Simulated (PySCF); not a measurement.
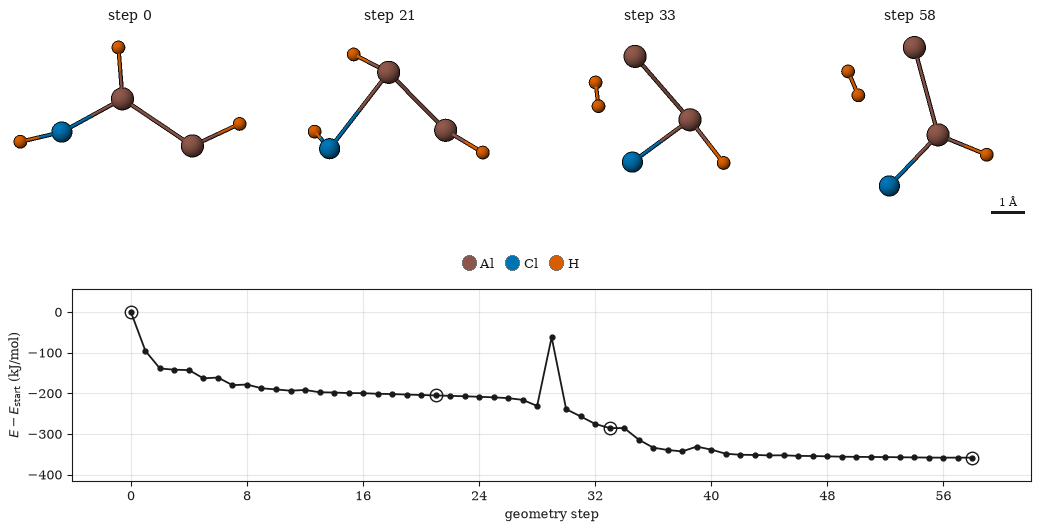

Frames of a relaxation of Al₂H₃Cl, marked on the history of the run. Style: ball-and-stick. Shown face on.

It is one of the separated reactants of a reaction.

Computed with PySCF, RKS PBE-D4/def2-SVP, density fitting. 

**Describe the path.**

The atom that moves furthest after the best rigid fit is an H atom (2.27 Å). Largest moves by element: H 2.27 Å, Cl 2.22 Å, Al 1.62 Å. Near-neighbour distances that change, for instance: H–H 4.163 → 0.805 Å, Al–Cl 2.114 → 4.326 Å, Al–Cl 4.032 → 2.162 Å, Cl–H 1.330 → 2.974 Å. New bonds form, among them: Al–Cl (4.03 → 2.16 Å), H–H (4.16 → 0.80 Å). Bonds break, among them: Al–Cl (2.11 → 4.33 Å), Al–H (1.59 → 2.16 Å), Cl–H (1.33 → 2.97 Å). Bond angles that change, for instance: Al–Al–H 121.0° → 127.9°. The energy falls by 358.2 kJ/mol in 58 geometry steps. From step 0 to 21: an H atom moves most (1.13 Å), energy −205.1 kJ/mol. From step 21 to 33: Cl and H atoms move most (1.26 Å), energy −80.2 kJ/mol. From step 33 to 58: the Cl atom moves most (0.84 Å), energy −72.8 kJ/mol.

| step | E − E(0), kJ/mol |
| --- | --- |
| 0 | 0.00 |
| 1 | -95.66 |
| 2 | -138.79 |
| 3 | -141.84 |
| 4 | -142.68 |
| 5 | -163.08 |
| 6 | -161.07 |
| 7 | -179.79 |
| 8 | -178.30 |
| 9 | -187.46 |
| 10 | -190.33 |
| 13 | -197.23 |
| 15 | -199.27 |
| 18 | -201.77 |
| 20 | -203.96 |
| 23 | -207.14 |
| 25 | -209.74 |
| 28 | -230.92 |
| 30 | -238.89 |
| 33 | -285.38 |
| 35 | -313.69 |
| 38 | -342.73 |
| 40 | -338.33 |
| 43 | -351.50 |
| 45 | -352.34 |
| 48 | -354.89 |
| 50 | -356.22 |
| 53 | -357.13 |
| 55 | -357.97 |
| 58 | -358.16 |
